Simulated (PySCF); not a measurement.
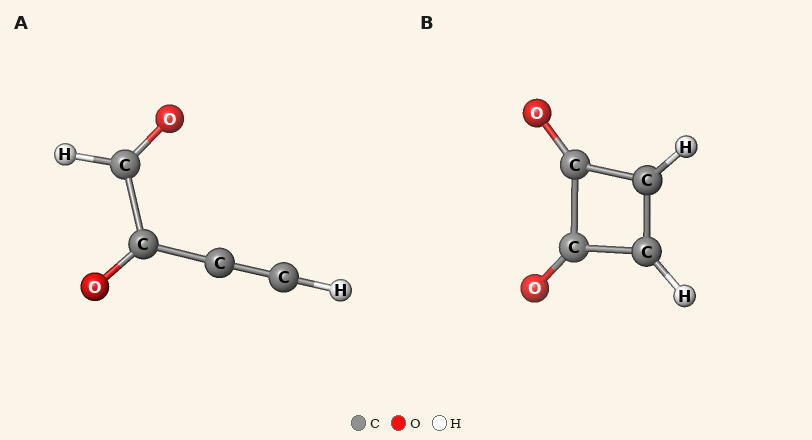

2 stationary structures of one formula. Geometries: PBE0-D3(BJ)/def2-SVP. Electronic energies: PBE0-D3(BJ)/def2-SVP (PySCF 2.14.0), without zero-point energy. No frequency run is at hand to confirm each as a minimum. Each is one conformer, not always the lowest.

Which structure is the most stable?

Answer. B is lowest (C2v); A lies 30.0 kcal/mol above it (Cs). A is `C#CC(=O)C=O`, B is `O=c1ccc1=O`.
